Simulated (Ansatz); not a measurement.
# BSiH4 (SMILES B[SiH2]): UPBE/STO-3G

Aim: the electronic atomisation energy of BSiH4 at UPBE/STO-3G, from 4 runs. 

Program for the calculation: Ansatz 0.2.0.

43 further runs of the same task are left out: 43 set aside as unsound or not needed.

## 1. Starting point

BSiH4: 6 atoms, total charge 0, spin state doublet. As SMILES, `B[SiH2]`. The coordinates come from a GFN2-xTB relaxation.

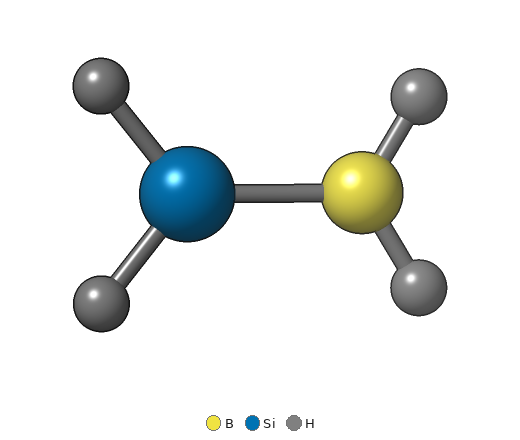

Viewed from a chosen angle; boron yellow, silicon blue, hydrogen grey.

## 2. The energy at UPBE/STO-3G

Contents of in.yaml:

```yaml
crystal:
  periodic: [false, false, false]
  atoms:
    - {symbol: B, position_ang: [-0.003690, -1.037180, 0.114670]}
    - {symbol: Si, position_ang: [0.004430, 0.829590, -0.091960]}
    - {symbol: H, position_ang: [-0.730970, -1.564260, 0.876300]}
    - {symbol: H, position_ang: [0.717450, -1.725110, -0.512520]}
    - {symbol: H, position_ang: [0.828120, 1.658960, -0.988060]}
    - {symbol: H, position_ang: [-0.815330, 1.838000, 0.601560]}
basis:
  gaussian: {orbitals: STO-3G}
hamiltonian: {xc: {name: PBE}}
accuracy: high
magnetization: {spin_polarized: true, initial_magnetization: 1}
```

On the command line:

```console
$ ansatz run in.yaml --threads 1 --pin off --max-ram 2610MiB --events-out events.jsonl --progress --plain --runs-dir runs
```

Standard output:

```text
Warning: RAYON_NUM_THREADS=1 ignored (pool sized by the plan → 1); use --threads N
Functional definition: PBE
  name "PBE"
  parameter kappa = 0.804
  parameter beta = 0.06672455060314922
  exchange = pbe_x(kappa = kappa, mu = beta*pi^2/3)
  correlation = pbe_c(beta = beta)
310 factors; integrals over basis functions are off by at most 2.6e-8 eV
mean field evaluation 1: about -8509.0595 eV, gradient 1.4e1 eV
mean field evaluation 2: about -8508.2202 eV, gradient 1.7e1 eV
mean field evaluation 4: about -8510.8540 eV, gradient 6.4e-1 eV
mean field evaluation 8: about -8510.7865 eV, gradient 2.4e-3 eV
mean field evaluation 16: about -8510.7865 eV, gradient 6.5e-8 eV
mean field -8510.78653951 eV, -312.7656365086 hartree, gradient 6.5e-8 eV, S^2 0.751810; 0 other end points of the search recorded, 0 dependent functions left out
reference -8510.78654143 eV, -312.7656365792 hartree; 12, 11 occupied and 6, 7 virtual orbitals, 310 factors
Total energy: -8510.78654143 eV, -312.7656365792 hartree
```

Wall time 2.3 s (1 thread of Intel Xeon Platinum 8259CL at 2.50GHz (Skylake/Cascade Lake), shared host); peak memory 0.15 GiB.

## 3. The B atom

Contents of run.yaml:

```yaml
basis:
  gaussian:
    orbitals: STO-3G
crystal:
  periodic: [false, false, false]
  atoms:
    - symbol: B
      position_ang: [0.000000, 0.000000, 0.000000]
total_charge: 0
magnetization:
  spin_polarized: true
  initial_magnetization: 1
hamiltonian:
  xc: pbe
accuracy: high
```

Run the same way, it converges to -24.22452 Eh (log not shown).

## 4. The H atom at the same level

Contents of input.yaml:

```yaml
crystal:
  periodic: [false, false, false]
  atoms:
    - symbol: H
      position_ang: [0.000000, 0.000000, 0.000000]
basis:
  gaussian:
    orbitals: STO-3G
hamiltonian:
  xc: pbe
accuracy: high
magnetization:
  spin_polarized: true
  initial_magnetization: 1
```

On the command line:

```console
$ ansatz run input.yaml --threads 1 --pin off --max-ram 2610MiB --events-out events.jsonl --progress --plain --runs-dir runs
```

Standard output:

```text
Warning: RAYON_NUM_THREADS=1 ignored (pool sized by the plan → 1); use --threads N
Functional definition: PBE
  name "PBE"
  parameter kappa = 0.804
  parameter beta = 0.06672455060314922
  exchange = pbe_x(kappa = kappa, mu = beta*pi^2/3)
  correlation = pbe_c(beta = beta)
1 factors; integrals over basis functions are off by at most 4.6e-10 eV
mean field evaluation 1: about -12.6363 eV, gradient 0.0e0 eV
mean field evaluation 2: about -12.6363 eV, gradient 0.0e0 eV
mean field -12.63630448 eV, -0.4643756244 hartree, gradient 0.0e0 eV, S^2 0.750000; 0 other end points of the search recorded, 0 dependent functions left out
reference -12.63630558 eV, -0.4643756647 hartree; 1, 0 occupied and 0, 1 virtual orbitals, 1 factors
Total energy: -12.63630558 eV, -0.4643756647 hartree
```

Run time: 0.12 s. Hardware: 1 thread of Intel Xeon Platinum 8259CL at 2.50GHz (Skylake/Cascade Lake), shared host.

## 5. The Si atom at the same level

Contents of job.yaml:

```yaml
crystal:
  periodic: [false, false, false]
  atoms:
    - {symbol: Si, position_ang: [0.000000, 0.000000, 0.000000]}
basis:
  gaussian:
    orbitals: STO-3G
magnetization:
  spin_polarized: true
  initial_magnetization: 2
accuracy: high
hamiltonian:
  xc: pbe
```

On the command line:

```console
$ ansatz run job.yaml --threads 1 --pin off --max-ram 2610MiB --events-out events.jsonl --progress --plain --runs-dir runs
```

Standard output:

```text
Warning: RAYON_NUM_THREADS=1 ignored (pool sized by the plan → 1); use --threads N
Functional definition: PBE
  name "PBE"
  parameter kappa = 0.804
  parameter beta = 0.06672455060314922
  exchange = pbe_x(kappa = kappa, mu = beta*pi^2/3)
  correlation = pbe_c(beta = beta)
42 factors; integrals over basis functions are off by at most 1.8e-9 eV
mean field evaluation 1: about -7776.2332 eV, gradient 6.4e-1 eV
mean field evaluation 2: about -7776.2343 eV, gradient 7.1e-2 eV
mean field evaluation 4: about -7776.2336 eV, gradient 1.1e-3 eV
mean field evaluation 8: about -7776.2336 eV, gradient 6.3e-10 eV
mean field evaluation 16: about -7776.2334 eV, gradient 2.7e-4 eV
mean field -7776.23358466 eV, -285.7713133159 hartree, gradient 5.3e-10 eV, S^2 2.000001; 1 other end points of the search recorded, 0 dependent functions left out
reference -7776.23358613 eV, -285.7713133700 hartree; 8, 6 occupied and 1, 3 virtual orbitals, 42 factors
Total energy: -7776.23358613 eV, -285.7713133700 hartree
```

It took 0.63 s on 1 thread of Intel Xeon Platinum 8259CL at 2.50GHz (Skylake/Cascade Lake), shared host.

## 6. Outcome

At UPBE/STO-3G:

```
                     quantity          value
       molecule: total energy  -312.76564 Eh
               molecule: ⟨S²⟩          0.752
         B atom: total energy   -24.22452 Eh
                 B atom: ⟨S²⟩          0.750
         H atom: total energy    -0.46438 Eh
                 H atom: ⟨S²⟩          0.750
        Si atom: total energy  -285.77131 Eh
                Si atom: ⟨S²⟩          2.000
electronic atomisation energy      24.825 eV
```

What this shows: Taking the molecule apart into free atoms costs 24.83 eV (2395 kJ/mol), before zero-point energy and without spin-orbit coupling. In a minimal basis such a difference can be off by several eV, whatever the method.
